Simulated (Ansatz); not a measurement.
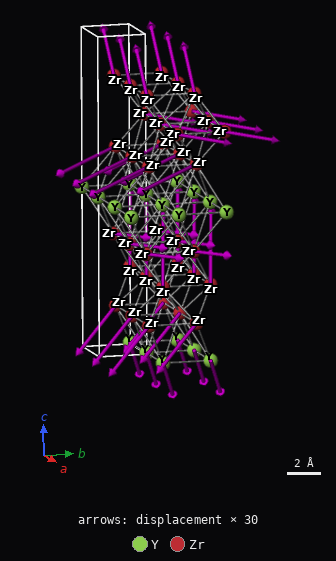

This is a relaxation of solid YZr₃ (a generated structure, set up in P1) (coarse preliminary run). The starting structure is drawn; purple arrows show the displacements (the part carried along by the change of the cell is left out), 30 times their true length.

Style: ball-and-stick. Shown: the cell of the calculation, repeated 3 × 2 × 1 with one cell outlined, slightly off an axis.

Level of theory: Ansatz 0.2.0, DFT PBE, scalar-relativistic, plane waves, PAW. (plane-wave cutoff 420 eV; k-point mesh 6 × 6 × 1; occupations gaussian; smearing width 0.2 eV; no spin polarisation; cell and atoms relaxed; force threshold 0.025 eV/Å; at most 60 steps)

Q: Atoms of which element are displaced furthest, and by how much?

A: Zirconium: up to 0.24 Å, against 0.12 Å for yttrium.

Q: What did the optimiser do to the structure, and how much energy did it gain?

A: The energy falls by 81.9 meV per atom in 4 accepted moves (5 points after the start). The largest force component goes from 1.4 to 0.0046 eV/Å. The pressure goes from 4.92 to −0.09 GPa. At 1 point the geometry stayed and the basis and grid were re-selected for the new cell (energy shift of 0.1 meV per atom at most each time). A Zr atom moves most relative to the cell: 0.24 Å in a general direction near [−3 1 0]. By element the largest moves are Zr 0.24 Å, Y 0.12 Å. Cell: a 3.136 → 3.256 Å (+3.9 %), b 3.087 → 3.256 Å (+5.5 %), c 19.852 → 19.058 Å (−4.0 %), α 91.2° → 90.0°, β 90.8° → 90.0°, γ 91.4° → 90.2°. Volume +5.2 %. Some distances before and after: Zr–Zr 2.823 → 3.180 Å, Zr–Zr 3.435 → 3.180 Å, Zr–Zr 3.414 → 3.175 Å, Y–Zr 3.672 → 3.452 Å. Within 0.06 Å the space group is P1 at the start and P4/mmm at the end; at a tighter tolerance small leftover displacements or strains of the cell lower it.
